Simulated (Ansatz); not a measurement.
| atom | x (Å) | y (Å) | z (Å) |
| --- | --- | --- | --- |
| C | -2.3536 | 1.3484 | -0.0112 |
| C | -1.7446 | 0.0127 | 0.3766 |
| O | -0.4759 | -0.0981 | -0.2565 |
| Si | 0.4270 | -1.4655 | 0.0105 |
| S | 2.0475 | -1.4886 | -1.3618 |
| Si | 3.0915 | 0.1203 | -0.4344 |
| H | -2.4652 | 1.4202 | -1.0982 |
| H | -3.3346 | 1.4794 | 0.4540 |
| H | -1.7026 | 2.1731 | 0.2979 |
| H | -2.4091 | -0.7963 | 0.0484 |
| H | -1.6350 | -0.0311 | 1.4675 |
| H | -0.4220 | -2.6562 | -0.2257 |
| H | 0.9081 | -1.4888 | 1.4115 |
| H | 3.3929 | -0.2262 | 0.9771 |
| H | 4.3742 | 0.3234 | -1.1517 |
| H | 2.3015 | 1.3733 | -0.5040 |

Theory: SCF hf, Gaussian basis in Ansatz.

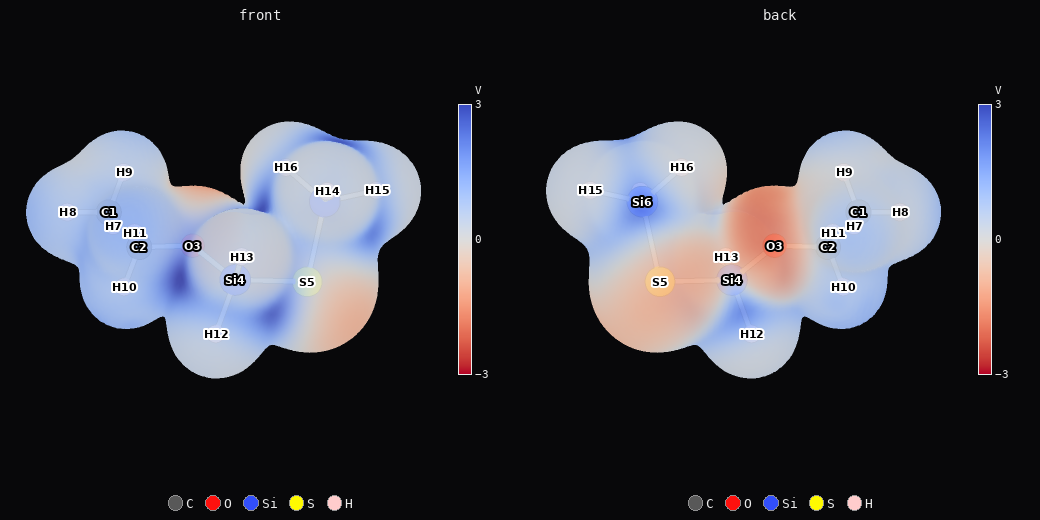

C2H10OSSi2 (SMILES CCO[SiH2]S[SiH3]). The molecular electrostatic potential painted on the density surface at 0.004 e/bohr³, seen from the front and from behind; the colour scale runs from red (negative) to blue (positive).

### Where is the surface potential most negative and most positive?

The most negative region (about −1.8 V) lies over O3, the most positive (about +2.8 V) over Si4 and Si6. O3 is the likeliest acceptor of a hydrogen bond.
